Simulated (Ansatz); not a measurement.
A series of calculations on C2H8F2N2Si

**1. Relaxation**

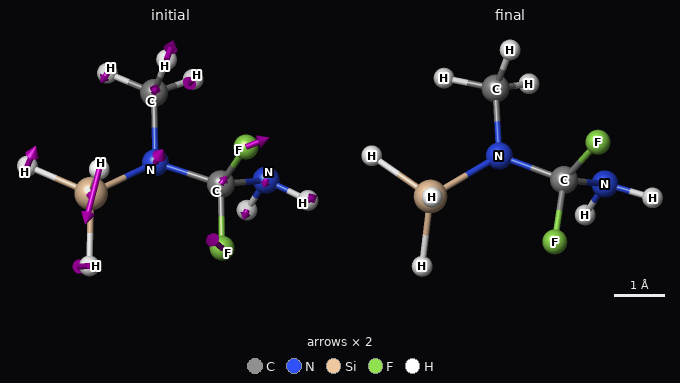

The structure of C2H8F2N2Si before (left) and after (right) a relaxation, at one scale. The purple arrows give the displacements, 2 times their true length.

The picture is a ball-and-stick view, seen at a tilt.

The run prepares an end point of a later path (torsion) calculation, from a guessed geometry.

These are results of RKS PBE/def2-SVP (Ansatz 0.2.0), not measurements.

The input:
```yaml
crystal:
  periodic: [false, false, false]
  atoms:
    - { symbol: C, position_ang: [-0.6771, 0.5198, 1.2641] }
    - { symbol: "N", position_ang: [-0.1054, -0.3085, 0.2428] }
    - { symbol: Si, position_ang: [1.1702, -1.3164, 0.7054] }
    - { symbol: C, position_ang: [0.1202, 0.432, -0.9935] }
    - { symbol: "N", position_ang: [-1.2297, 0.7299, -1.5651] }
    - { symbol: F, position_ang: [0.7515, 1.5738, -0.8236] }
    - { symbol: F, position_ang: [0.7062, -0.3089, -1.9284] }
    - { symbol: H, position_ang: [-1.6476, 0.99, 0.9112] }
    - { symbol: H, position_ang: [-0.9522, 0.0195, 2.2087] }
    - { symbol: H, position_ang: [-0.0721, 1.4036, 1.5556] }
    - { symbol: H, position_ang: [1.4264, -2.3358, -0.3079] }
    - { symbol: H, position_ang: [0.8383, -1.977, 2.0024] }
    - { symbol: H, position_ang: [2.3478, -0.4451, 0.9247] }
    - { symbol: H, position_ang: [-1.6768, -0.1549, -1.7185] }
    - { symbol: H, position_ang: [-1.0215, 1.1273, -2.4487] }
basis:
  gaussian: { orbitals: def2-SVP }
hamiltonian:
  xc: pbe
relax:
  f_tol: 0.015
  max_steps: 40
output:
  orbitals: {}
```

Launched with:
```bash
ansatz run input.yaml --threads 2 --pin off --max-ram 3072MiB --backend cpu --events-out ev --progress --plain --runs-dir out
```

What changed between the two?

Answer. Over 11 geometry steps the energy falls by 0.856 eV. Largest force component: 5.6 eV/Å at the start, 0.012 eV/Å at the end. The largest move after the best rigid fit is that of H13, 0.60 Å. Largest moves by element: H 0.60 Å, F 0.36 Å, N 0.24 Å, C 0.12 Å, Si 0.08 Å. Some distances before and after: N2–Si3 1.690 → 1.778 Å, C4–N5 1.496 → 1.408 Å, C4–F7 1.329 → 1.413 Å, C4–F6 1.316 → 1.386 Å. Among the angles between lasting bonds that change: N5–C4–F7 103.9° → 113.2°, C4–N5–H15 103.4° → 111.9°, N2–Si3–H13 106.8° → 114.5°. The run took 34 s on 2 threads of AMD EPYC 7R13 Processor (Zen 3), on a shared host, peak memory 0.21 GiB.

**2. Relaxation**

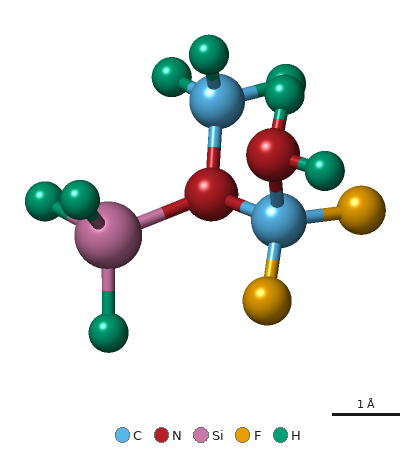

C$_{2}$H$_{8}$F$_{2}$N$_{2}$Si, before the relaxation. Style: ball-and-stick. Shown at a tilt.

The run prepares an end point of a later path (torsion) calculation, from a guessed geometry.

Theory: RKS PBE/def2-SVP in Ansatz.

Input
```yaml
crystal:
  periodic: [false, false, false]
  atoms:
    - { symbol: C, position_ang: [-0.6771, 0.5198, 1.2641] }
    - { symbol: "N", position_ang: [-0.1054, -0.3085, 0.2428] }
    - { symbol: Si, position_ang: [1.1702, -1.3164, 0.7054] }
    - { symbol: C, position_ang: [0.1202, 0.432, -0.9935] }
    - { symbol: "N", position_ang: [0.86155, 1.67555, -0.61708] }
    - { symbol: F, position_ang: [0.84106, -0.21895, -1.88105] }
    - { symbol: F, position_ang: [-1.01006, 0.88354, -1.52736] }
    - { symbol: H, position_ang: [-1.6476, 0.99, 0.9112] }
    - { symbol: H, position_ang: [-0.9522, 0.0195, 2.2087] }
    - { symbol: H, position_ang: [-0.0721, 1.4036, 1.5556] }
    - { symbol: H, position_ang: [1.4264, -2.3358, -0.3079] }
    - { symbol: H, position_ang: [0.8383, -1.977, 2.0024] }
    - { symbol: H, position_ang: [2.3478, -0.4451, 0.9247] }
    - { symbol: H, position_ang: [0.27812, 2.17097, 0.03135] }
    - { symbol: H, position_ang: [0.88869, 2.19081, -1.46313] }
basis:
  gaussian: { orbitals: def2-SVP }
hamiltonian:
  xc: pbe
relax:
  f_tol: 0.015
  max_steps: 40
```

Launched with:
```bash
ansatz run input.yaml --threads 2 --pin off --max-ram 3072MiB --backend cpu --events-out ev --progress --plain --runs-dir out
```

Q: Predict the outcome.

A: The energy falls by 0.947 eV in 28 accepted moves (31 points after the start). The largest force component goes from 3.7 to 0.0093 eV/Å. The line search rejected the trial steps at points 3, 10, 27 of the run. H13 moves most after the best rigid fit: 0.99 Å. By element the largest moves are H 0.99 Å, F 0.61 Å, N 0.60 Å, C 0.38 Å, Si 0.14 Å. Near-neighbour distances that change, for instance: C4–N5 1.496 → 1.399 Å, N2–Si3 1.690 → 1.780 Å, C4–F6 1.316 → 1.405 Å, C4–F7 1.329 → 1.396 Å. Among the angles between lasting bonds that change: C4–N5–H15 103.4° → 116.5°, C4–N5–H14 106.6° → 116.4°, N2–C4–F6 113.9° → 105.2°.

Final geometry:

```xyz
15

C    -0.7908    0.5343    1.2718
N     0.3083    0.0825    0.4230
Si    1.1582   -1.4588    0.6911
C     0.3827    0.6790   -0.8616
N     0.6892    2.0443   -0.8672
F     1.3431   -0.0715   -1.5613
F    -0.7806    0.4934   -1.6110
H    -1.7870    0.2310    0.8800
H    -0.6746    0.1161    2.2891
H    -0.7913    1.6422    1.3603
H     0.6882   -2.5902   -0.1829
H     0.8311   -1.7930    2.1216
H     2.6443   -1.3098    0.5528
H     0.9639    2.4493    0.0250
H     0.1232    2.6351   -1.4744
```

After the run, drawn alike:

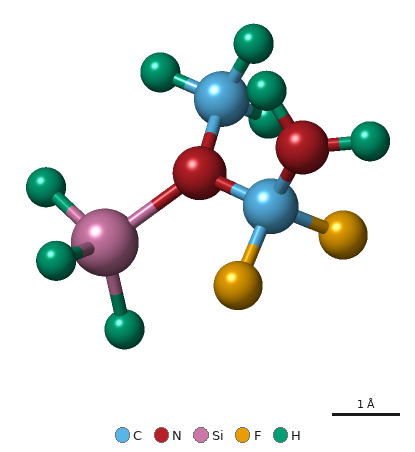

**3. Path**

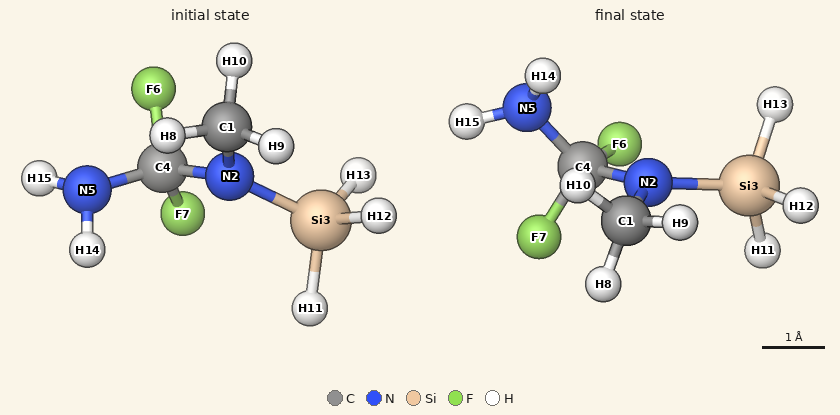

The two relaxed end points of a path for C2H8F2N2Si. Style: ball-and-stick. Shown from a free direction.

Level of theory: RKS PBE/def2-SVP in Ansatz 0.2.0.

Run with 5 movable images; climbing image; force threshold 0.03 eV/Å; iteration limit 60.

Start:
```xyz
15

C    -0.7793    0.5732    1.3054
N     0.0179   -0.1082    0.2844
Si    1.2338   -1.3456    0.6739
C     0.0795    0.5287   -0.9766
N    -1.1723    0.6705   -1.6061
F     0.6480    1.7917   -0.9221
F     1.0028   -0.2260   -1.7351
H    -1.7849    0.8140    0.9053
H    -0.9019   -0.0883    2.1836
H    -0.3113    1.5237    1.6458
H     1.1060   -2.5566   -0.2050
H     0.9031   -1.7352    2.0883
H     2.6568   -0.8571    0.6309
H    -1.6160   -0.2388   -1.7647
H    -1.1040    1.2034   -2.4790
```

End:
```xyz
15

C    -1.0925    0.1494    1.0847
N     0.0820   -0.0863    0.2495
Si    1.4459   -1.1031    0.7746
C    -0.0901    0.1466   -1.1389
N    -0.3104    1.4815   -1.4959
F     1.0684   -0.3685   -1.7453
F    -1.1142   -0.6243   -1.6926
H    -1.9121   -0.5764    0.8858
H    -0.8136    0.0756    2.1525
H    -1.5013    1.1684    0.9123
H     1.4138   -2.5114    0.2450
H     1.2886   -1.1520    2.2705
H     2.7691   -0.4791    0.4436
H    -0.1908    2.1721   -0.7582
H    -1.0645    1.6567   -2.1584
```

Question: What barrier does the band find between them, and by what path?

Answer: Forward barrier 17.3 kJ/mol, backward barrier 4.6 kJ/mol, with image 4 at the top; the reaction energy is +12.7 kJ/mol. The motion is a rotation about the N2–C4 bond by about 110°, with a turn of about 65° about C4–N5. No bond forms or breaks between the ends. Bond angles that change up to the highest image, for instance: N2–C4–F7 105.5° → 110.3°, N2–C4–F6 113.2° → 108.6°. The band converged in 14 iterations, with a climbing image at the top. At the top, the vibrational analysis gives one imaginary mode (34i cm⁻¹), as a transition state must have.

Energies of the converged images:

```tsv
image	path (Å)	E (kJ/mol)
0	0.00	0.0
1	1.21	6.3
2	2.41	11.7
3	3.62	16.3
4	4.83	17.3
5	6.10	14.9
6	7.37	12.7
```

The geometry at the top of the path:

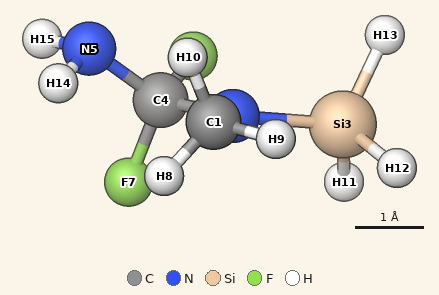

The run took 3.4 min on 2 threads of AMD EPYC 7R13 Processor (Zen 3), on a shared host, peak memory 0.22 GiB.
